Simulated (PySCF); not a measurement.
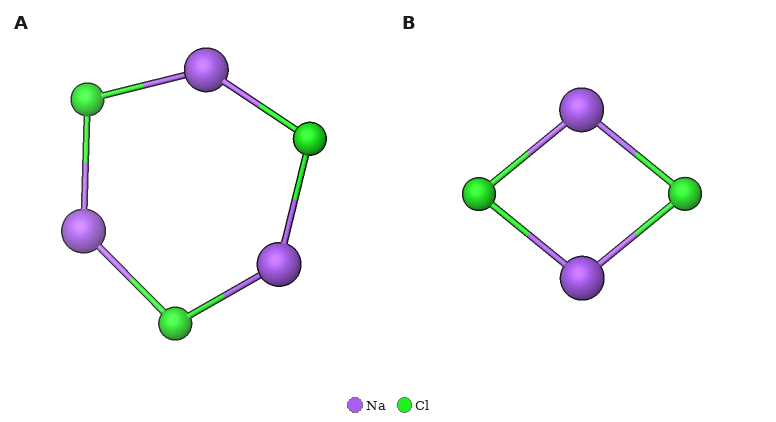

Two related species, optimised with PBE0-D3(BJ)/def2-SVP; properties computed with PySCF 2.14.0. Both: charge 0, singlet.

### Identify both.

A is (NaCl)3 ring, B is (NaCl)2 ring.

Compare them. With PBE0/def2-SVPD: HOMO–LUMO gap (eV), HOMO energy (Kohn–Sham orbital) (eV), lowest vertical singlet excitation (eV), mean static polarisability (bohr³).

| quantity | A | B |
| --- | --- | --- |
| HOMO–LUMO gap (eV) | 6.88 | 6.48 |
| HOMO energy (Kohn–Sham orbital) (eV) | −7.77 | −7.41 |
| lowest vertical singlet excitation (eV) | 5.88 | 5.45 |
| mean static polarisability (bohr³) | 77.3 | 52.3 |

Each is one conformer, and no frequency run is at hand to confirm it as a minimum.
